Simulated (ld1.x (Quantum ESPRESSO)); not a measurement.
**Titanium: generating and testing a TM potential**

Aim: build the potential from the settings below, then test how well it stands in for the atom: other configurations, scattering, ghost states and the plane-wave cutoff that it needs.

Program: ld1.x (Quantum ESPRESSO) 7.5. Reference atom: PBE, scalar-relativistic, spherical and spin-unpolarised. All values are calculated.

**1. The atom and the settings**

The settings as typed:

```json
{
  "element": "titanium (Ti, Z = 22)",
  "type": "norm-conserving Troullier–Martins (Kleinman–Bylander form)",
  "frozen core": "[Ar]",
  "valence charge": "4",
  "reference configuration": "3d2 4s2 4p0",
  "partial waves": "4s (bound): rc 2.15 bohr; 4p (bound, empty): rc 2.55 bohr; 3d (bound): rc 1.90 bohr",
  "local potential": "the d channel",
  "core correction": "not asked for"
}
```

The nodes and maxima of the atom's own shells, from an earlier all-electron run, set the scale for the radii.

All-electron outer shells of the reference configuration (PBE, scalar-relativistic, ld1.x):

```
shell  level (eV)  outermost node (bohr)  outermost maximum (bohr)
   3s      -62.63                   0.40                      0.87
   3p      -38.86                   0.37                      0.90
   4s       -4.47                   1.24                      2.92
   3d       -4.26                      –                      0.98
   4p       -1.47                   1.39                      3.80
```

**2. Generation**

Ti.in reads:

```
 &input
   title='Ti', zed=22., rel=1, dft='PBE', iswitch=3,
   config='[Ar] 3d2 4s2 4p0',
   nld=3, rlderiv=2.75, eminld=-2.0, emaxld=5.0, deld=0.02
 /
 &inputp
   pseudotype=2, tm=.true., lloc=2,
   nlcc=.false.,
   file_pseudopw='Ti.UPF', file_wfcaegen='ae.wfc', file_wfcncgen='nc.wfc', file_beta='beta', file_chi='chi'
 /
3
4S  1  0   2.00   0.00  2.15  2.15  0.0
4P  2  1   0.00   0.00  2.55  2.55  0.0
3D  3  2   2.00   0.00  1.90  1.90  0.0
 &test
   configts(1)='3d2 4s2 4p0'
 /
```

Run with:

```bash
$ ld1.x < Ti.in > Ti.out
```

Output in Ti.out (without the banner and most projector matrices):

```text
     Program LD1 v.7.5
     --------------------------- All-electron run ----------------------------

     Ti
     scalar relativistic calculation

     atomic number is 22.00
     dft =PBE   lsd =0 sic =0 latt =0  beta=0.20 tr2=1.0E-14
     Exchange-correlation= PBE
                           (   1   4   3   4   0   0   0)
     mesh =1177 r(mesh) = 100.37945 a.u. xmin = -7.00 dx = 0.01250
     1 Ry =  13.60569312 eV, c = 137.03599908

     n l     nl                  e(Ry)          e(Ha)          e(eV)
     1 0     1S 1( 2.00)      -357.8563      -178.9282     -4868.8833
     2 0     2S 1( 2.00)       -39.4641       -19.7321      -536.9370
     2 1     2P 1( 6.00)       -32.6525       -16.3262      -444.2596
     3 0     3S 1( 2.00)        -4.6035        -2.3017       -62.6334
     3 1     3P 1( 6.00)        -2.8562        -1.4281       -38.8608
     3 2     3D 1( 2.00)        -0.3130        -0.1565        -4.2588
     4 0     4S 1( 2.00)        -0.3283        -0.1641        -4.4667
     4 1     4P 1( 0.00)        -0.1078        -0.0539        -1.4663

     final scf error:  4.4E-15 reached in  24 iterations

     Etot =   -1707.131133 Ry,    -853.565567 Ha,  -23226.702321 eV

     Ekin =    1721.499962 Ry,     860.749981 Ha,   23422.200193 eV
     Encl =   -4058.485530 Ry,   -2029.242765 Ha,  -55218.508665 eV
     Eh   =     713.696309 Ry,     356.848154 Ha,    9710.332963 eV
     Exc  =     -83.841874 Ry,     -41.920937 Ha,   -1140.726812 eV

     normalization and overlap integrals

     s(1S/1S) =  1.000000  <r> =   0.0696  <r2> =    0.0065  r(max) =   0.0455
     s(2S/2S) =  1.000000  <r> =   0.3249  <r2> =    0.1249  r(max) =   0.2682
     s(2P/2P) =  1.000000  <r> =   0.2899  <r2> =    0.1037  r(max) =   0.2196
     s(3S/3S) =  1.000000  <r> =   1.0069  <r2> =    1.1699  r(max) =   0.8685
     s(3P/3P) =  1.000000  <r> =   1.0860  <r2> =    1.3907  r(max) =   0.9016
     s(3D/3D) =  1.000000  <r> =   1.6171  <r2> =    3.5729  r(max) =   0.9841
     s(4S/4S) =  1.000000  <r> =   3.5139  <r2> =   14.2499  r(max) =   2.9196
     s(4P/4P) =  1.000000  <r> =   4.8655  <r2> =   27.9402  r(max) =   3.7960

     ------------------------ End of All-electron run ------------------------

     --------------------- Generating NC pseudopotential ---------------------

      Generating local pot.: lloc=2, matching radius rcloc =   1.9000

      Wfc   4S  rcut= 2.136  Using Troullier-Martins method

      Wfc   4P  rcut= 2.545  Using Troullier-Martins method

     ------------------- End of pseudopotential generation -------------------

     [... the all-electron block is printed once more ...]


     Computing logarithmic derivative in   2.75999
     Computing logarithmic derivative in   2.75999
     Computing the partial wave expansion
     R is outside the sphere for l=    0 j= 0.00
     R is outside the sphere for l=    1 j= 0.00
       no projector for channel:   2

     ---------------------- Testing the pseudopotential ----------------------

     Ti
     scalar relativistic calculation

     atomic number is 22.00   valence charge is  4.00
     dft =PBE   lsd =0 sic =0 latt =0  beta=0.20 tr2=1.0E-14
     mesh =1177 r(mesh) = 100.37945 xmin = -7.00 dx = 0.01250

     n l     nl             e AE (Ry)        e PS (Ry)    De AE-PS (Ry)
     3 2     3D   1( 2.00)       -0.31302       -0.31302        0.00000
     1 0     4S   1( 2.00)       -0.32830       -0.32830       -0.00000
     2 1     4P   1( 0.00)       -0.10777       -0.10777       -0.00000

     eps = 5.0E-15  iter = 20

     Etot =   -1707.131133 Ry,    -853.565567 Ha,  -23226.702321 eV
     Etotps =    -6.547769 Ry,      -3.273885 Ha,     -89.086940 eV

     Ekin =      12.323289 Ry,       6.161645 Ha,     167.666890 eV
     Encl =     -23.526302 Ry,     -11.763151 Ha,    -320.091641 eV
     Ehrt =       5.835613 Ry,       2.917807 Ha,      79.397561 eV
     Ecxc =      -1.979335 Ry,      -0.989667 Ha,     -26.930220 eV
     Epseu=       0.798965 Ry,       0.399482 Ha,      10.870470 eV

     ---------------------- End of pseudopotential test ----------------------
```

Run time: 1.4 s. Hardware: 1 thread of Neoverse-V1, shared host. (Generation and the later configuration tests together.)

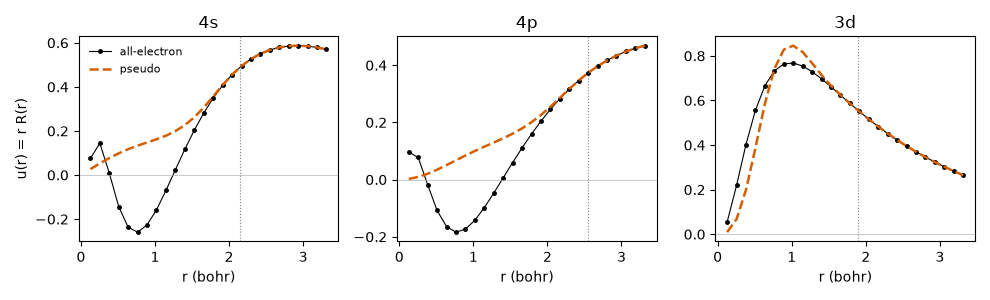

Bound waves of the atom and their pseudo partners (4s, 4p, 3d), with the matching radii dotted. The curves join 26 sampled radii, too few to resolve the innermost nodes.

**3. Testing the new file in other configurations**

Ti.test.in reads:

```
 &input
   title='Ti', zed=22., rel=1, dft='PBE', iswitch=2,
   config='[Ar] 3d2 4s2 4p0'
 /
 &test
   file_pseudo='Ti.UPF', nconf=8,
   configts(1)='3d2 4s2 4p0',
   configts(2)='3d2 4s1 4p0',
   configts(3)='3d2 4s0 4p0',
   configts(4)='3d1 4s0 4p0',
   configts(5)='3d3 4s0 4p0',
   configts(6)='3d3 4s1 4p0',
   configts(7)='3d2.5 4s1.5 4p0',
   configts(8)='3d2 4s1 4p1'
 /
```

Run with:

```bash
$ ld1.x < Ti.test.in > Ti.test.out
```

Ti.test.out, the pseudopotential blocks, each with the warnings that came before it:

```text
     ---------------------- Testing the pseudopotential ----------------------

     Ti
     scalar relativistic calculation

     atomic number is 22.00   valence charge is  4.00
     dft =PBE   lsd =0 sic =0 latt =0  beta=0.20 tr2=1.0E-14
     mesh =1177 r(mesh) = 100.37945 xmin = -7.00 dx = 0.01250

     n l     nl             e AE (Ry)        e PS (Ry)    De AE-PS (Ry)
     3 2     3D   1( 2.00)       -0.31302       -0.31302        0.00000
     1 0     4S   1( 2.00)       -0.32830       -0.32830       -0.00000
     2 1     4P   1( 0.00)       -0.10777       -0.10777       -0.00000

     eps = 5.1E-15  iter = 20

     Etot =   -1707.131133 Ry,    -853.565567 Ha,  -23226.702321 eV
     Etotps =    -6.547769 Ry,      -3.273885 Ha,     -89.086940 eV

     Ekin =      12.323289 Ry,       6.161645 Ha,     167.666890 eV
     Encl =     -23.526302 Ry,     -11.763151 Ha,    -320.091641 eV
     Ehrt =       5.835613 Ry,       2.917807 Ha,      79.397561 eV
     Ecxc =      -1.979335 Ry,      -0.989667 Ha,     -26.930220 eV
     Epseu=       0.798965 Ry,       0.399482 Ha,      10.870470 eV

     ---------------------- End of pseudopotential test ----------------------

     ---------------------- Testing the pseudopotential ----------------------

     Ti
     [...]
     n l     nl             e AE (Ry)        e PS (Ry)    De AE-PS (Ry)
     3 2     3D   1( 2.00)       -0.83550       -0.83442       -0.00109
     1 0     4S   1( 1.00)       -0.76075       -0.75738       -0.00337
     2 1     4P   1( 0.00)       -0.48549       -0.48418       -0.00131

     eps = 6.6E-16  iter = 17

     Etot =   -1706.591160 Ry,    -853.295580 Ha,  -23219.355616 eV
     Etotps =    -6.008667 Ry,      -3.004333 Ha,     -81.752077 eV
     dEtot_ae =       0.539973 Ry
     dEtot_ps =       0.539103 Ry,   Delta E=       0.000870 Ry

     [...]
     ---------------------- End of pseudopotential test ----------------------

     ---------------------- Testing the pseudopotential ----------------------

     Ti
     [...]
     n l     nl             e AE (Ry)        e PS (Ry)    De AE-PS (Ry)
     3 2     3D   1( 2.00)       -1.44648       -1.43477       -0.01171  !
     1 0     4S   1( 0.00)       -1.24186       -1.20750       -0.03436  !
     2 1     4P   1( 0.00)       -0.91224       -0.88629       -0.02595  !

     eps = 8.3E-16  iter = 21

     Etot =   -1705.593615 Ry,    -852.796807 Ha,  -23205.783315 eV
     Etotps =    -5.026569 Ry,      -2.513285 Ha,     -68.389961 eV
     dEtot_ae =       1.537519 Ry
     dEtot_ps =       1.521200 Ry,   Delta E=       0.016319 Ry

     [...]
     ---------------------- End of pseudopotential test ----------------------

     Warning: n=2, l=1 expected 0 nodes, found 1
     ---------------------- Testing the pseudopotential ----------------------

     Ti
     [...]
     n l     nl             e AE (Ry)        e PS (Ry)    De AE-PS (Ry)
     3 2     3D   1( 1.00)       -2.54976       -2.52622       -0.02354  !
     1 0     4S   1( 0.00)       -1.94362       -1.89540       -0.04822  !
     2 1     4P   1( 0.00)       -1.53584       -1.53584        0.00000

     eps = 7.3E-15  iter = 22

     Etot =   -1703.612957 Ry,    -851.806478 Ha,  -23178.835093 eV
     Etotps =    -3.057840 Ry,      -1.528920 Ha,     -41.604030 eV
     dEtot_ae =       3.518176 Ry
     dEtot_ps =       3.489930 Ry,   Delta E=       0.028247 Ry

     [...]
     ---------------------- End of pseudopotential test ----------------------

     ---------------------- Testing the pseudopotential ----------------------

     Ti
     [...]
     n l     nl             e AE (Ry)        e PS (Ry)    De AE-PS (Ry)
     3 2     3D   1( 3.00)       -0.58982       -0.57526       -0.01456  !
     1 0     4S   1( 0.00)       -0.66089       -0.64868       -0.01221  !
     2 1     4P   1( 0.00)       -0.41316       -0.40812       -0.00504  !

     eps = 2.3E-15  iter = 12

     Etot =   -1706.587642 Ry,    -853.293821 Ha,  -23219.307744 eV
     Etotps =    -6.005453 Ry,      -3.002727 Ha,     -81.708353 eV
     dEtot_ae =       0.543491 Ry
     dEtot_ps =       0.542316 Ry,   Delta E=       0.001175 Ry

     [...]
     ---------------------- End of pseudopotential test ----------------------

     ---------------------- Testing the pseudopotential ----------------------

     Ti
     [...]
     n l     nl             e AE (Ry)        e PS (Ry)    De AE-PS (Ry)
     3 2     3D   1( 3.00)       -0.14076       -0.13796       -0.00280
     1 0     4S   1( 1.00)       -0.27407       -0.27497        0.00090
     2 1     4P   1( 0.00)       -0.08211       -0.08409        0.00198

     eps = 8.9E-15  iter = 27

     Etot =   -1707.049855 Ry,    -853.524927 Ha,  -23225.596471 eV
     Etotps =    -6.464415 Ry,      -3.232208 Ha,     -87.952853 eV
     dEtot_ae =       0.081278 Ry
     dEtot_ps =       0.083354 Ry,   Delta E=      -0.002075 Ry

     [...]
     ---------------------- End of pseudopotential test ----------------------

     ---------------------- Testing the pseudopotential ----------------------

     Ti
     [...]
     n l     nl             e AE (Ry)        e PS (Ry)    De AE-PS (Ry)
     3 2     3D   1( 2.50)       -0.21215       -0.21024       -0.00190
     1 0     4S   1( 1.50)       -0.29708       -0.29726        0.00018
     2 1     4P   1( 0.00)       -0.09238       -0.09338        0.00100

     eps = 4.6E-15  iter = 23

     Etot =   -1707.105206 Ry,    -853.552603 Ha,  -23226.349556 eV
     Etotps =    -6.521305 Ry,      -3.260652 Ha,     -88.726868 eV
     dEtot_ae =       0.025928 Ry
     dEtot_ps =       0.026465 Ry,   Delta E=      -0.000537 Ry

     [...]
     ---------------------- End of pseudopotential test ----------------------

     ---------------------- Testing the pseudopotential ----------------------

     Ti
     [...]
     n l     nl             e AE (Ry)        e PS (Ry)    De AE-PS (Ry)
     3 2     3D   1( 2.00)       -0.40319       -0.40497        0.00178
     1 0     4S   1( 1.00)       -0.38394       -0.38253       -0.00141
     2 1     4P   1( 1.00)       -0.15248       -0.15249        0.00001

     eps = 9.5E-15  iter = 21

     Etot =   -1706.905068 Ry,    -853.452534 Ha,  -23223.626540 eV
     Etotps =    -6.322312 Ry,      -3.161156 Ha,     -86.019439 eV
     dEtot_ae =       0.226066 Ry
     dEtot_ps =       0.225457 Ry,   Delta E=       0.000609 Ry

     [...]
     ---------------------- End of pseudopotential test ----------------------
```

The tests as a table, with energies relative to 3d2 4s2 4p0. A star marks tests that logged a warning.

```tsv
valence configuration	charge	ΔE all-electron (eV)	error AE − PS (meV)
3d2 4s1 4p0	+1	7.347	+12
3d2 4s0 4p0	+2	20.919	+222
3d1 4s0 4p0 *	+3	47.867	+384
3d3 4s0 4p0	+1	7.395	+16
3d3 4s1 4p0	0	1.106	-28
3d2.5 4s1.5 4p0	0	0.353	-7.3
3d2 4s1 4p1	0	3.076	+8.3
```

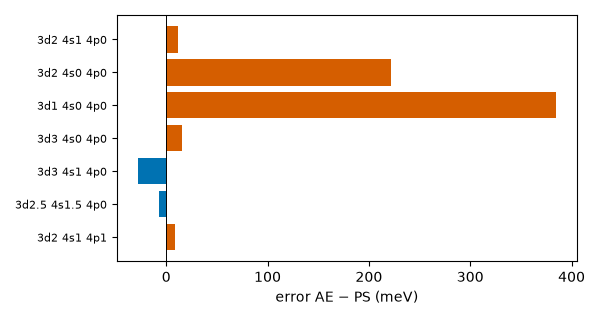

Error of the potential in each test configuration.

**4. Scattering by logarithmic derivatives**

Taken from the files of the generation run. The phase is arctan(r·u′/u) with u = r·R, unwrapped, with energies in Ry. A pole is an energy at which the radial function vanishes at the test radius. The pseudo phase is shifted by a multiple of π to meet the all-electron one at the reference energy. Levels narrower than the energy grid can be missing from the poles. The last column is the largest difference on the grid between −1 and +1 Ry.

| channel | radius (bohr) | reference (Ry) | poles AE | poles PS | window around the reference with phases within 0.05 rad (Ry) | largest difference near zero (rad) |
| --- | --- | --- | --- | --- | --- | --- |
| s | 2.76 | -0.33 | 1.89 | 1.42, 4.30 | below 1.2 | 0.037 |
| p | 2.76 | -0.11 | 2.76 | 2.38 | below 2.6 | 0.036 |
| d | 2.76 | -0.31 | -0.08, 4.11 | -0.08, 4.69 | below 1.0 | 0.033 |

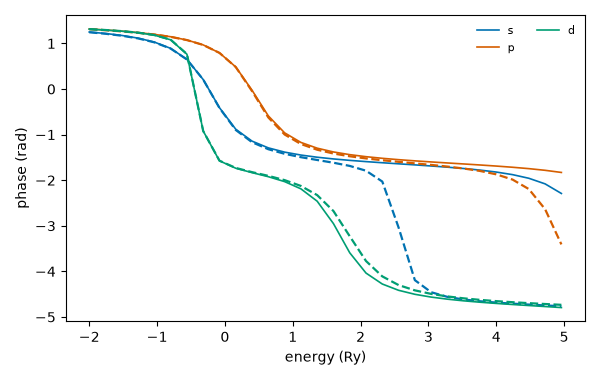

All-electron (solid) and pseudo (dashed) phases against energy.

**5. Cutoff and ghost test in a Bessel basis**

This step uses the generator's waves and projectors in a separate script. Basis: spherical Bessel functions vanishing at 20 bohr, q² up to the cutoff; potential fixed at the reference.

All-electron valence levels (Ry): 4s -0.3283, 4p -0.1078, 3d -0.3130. The lowest levels of each channel (Ry) by cutoff; the last column sums, over occupied levels, occupation times the distance from the level at 400 Ry. A positive value at high cutoff is not a bound level.

```csv
cutoff (Ry),s #1,s #2,p #1,p #2,d #1,f #1,Σ f·Δε (mRy)
8,-2.1556,-0.3039,-0.1090,0.0434,0.0355,0.1040,745.9
12,-4.5243,-0.3237,-0.1116,0.0430,0.0321,0.1040,699.3
21,-6.5854,-0.3275,-1.7035,-0.1076,-0.0008,0.1040,626.1
30,-7.0305,-0.3279,-2.3274,-0.1077,-0.1217,0.1040,383.3
40,-7.2101,-0.3282,-2.5720,-0.1077,-0.2637,0.1040,98.8
50,-7.2456,-0.3282,-2.6615,-0.1078,-0.3048,0.1040,16.5
55,-7.2477,-0.3283,-2.6707,-0.1078,-0.3098,0.1040,6.6
70,-7.2487,-0.3283,-2.6743,-0.1078,-0.3129,0.1040,0.4
90,-7.2507,-0.3283,-2.6746,-0.1078,-0.3129,0.1040,0.2
400,-7.2510,-0.3283,-2.6750,-0.1078,-0.3130,0.1040,0.0
```

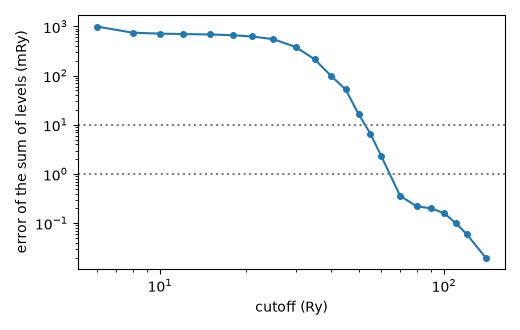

Occupation-weighted error of the valence levels against the cutoff; the dotted lines mark 10 and 1 mRy.

The sum stays within 10 mRy from 55 Ry and within 1 mRy from 70 Ry. The sum leaves out empty levels, which can need more. Ghost test: ghost states, bound below the all-electron valence or empty levels of the same l: s at -98.7 eV, p at -36.4 eV.

**6. What came out**

| quantity | value |
| --- | --- |
| cutoffs for 10 and 1 mRy, occupied levels | 55 Ry and 70 Ry |
| bound ghosts | s at -98.65 eV, p at -36.39 eV |
| largest test error (AE − PS) | +384 meV, for 3d1 4s0 4p0 (this test logged a warning) |
| largest phase difference near zero energy, channels read | 0.037 rad |

What this shows: A bound ghost (s, p) makes it unfit for use: electrons can fall into a state that the atom doesn't have. The worst unpolarised test, 3d1 4s0 4p0, is off by 384 meV on 47.9 eV; by total energies transferability rates as poor. That test lies far up in energy; among those under 40 eV, nearer to bonding, the largest error is 222 meV. It counts as of middling hardness, with 55 Ry needed at the looser tolerance. The slowest occupied level is 3d: taken alone it needs 70 Ry to come within 1 mRy, against 18 Ry for 4s. Of the channels read, s scatters worst near zero energy, by up to 0.04 rad. These are tests on the free atom; a crystal test is still owed.
